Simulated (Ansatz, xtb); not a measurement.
Breaking the C2–H6 bond in CH6Ge (SMILES [CH3][GeH3]) (multiplicity 1 held, fragments rigid). Energies count from the point at 1.090 Å.
Geometry at that point (charge 0, multiplicity 1):
| atom | x (Å) | y (Å) | z (Å) |
|---|---|---|---|
| Ge | -0.3884 | 0.0464 | -0.0085 |
| C | 1.5631 | -0.1868 | 0.0343 |
| H | -1.0136 | -0.8660 | -1.0809 |
| H | -0.7462 | 1.5081 | -0.3384 |
| H | -1.0010 | -0.3122 | 1.3588 |
| H | 1.8133 | -1.2212 | 0.2678 |
| H | 2.0026 | 0.4595 | 0.7934 |
| H | 1.9937 | 0.0675 | -0.9337 |

Restricted levels (R-, RO-) in cc, def2 and unpolarised 6-31G sets keep to the state of the molecule at rest. Active spaces are followed from a long bond inwards. Levels need not reach the same state.

Cores are frozen in the correlated methods. Filled d and f shells under p-block atoms count as core.

The values were computed with Ansatz (a first-principles code); xtb for the GFN methods. Values without a source in brackets are computed. The GFN methods have no spin term and hold the electronic entropy of 300 K.

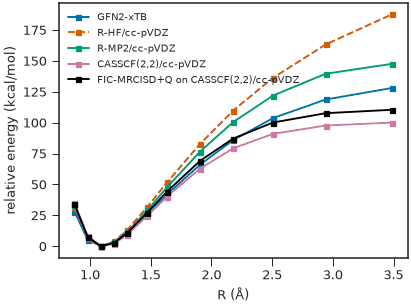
Figure. Relative energy along the coordinate

Doubts at one or more of the structures used: a restricted determinant that unrestricted orbitals would lower (R-HF/cc-pVDZ, R-MP2/cc-pVDZ).
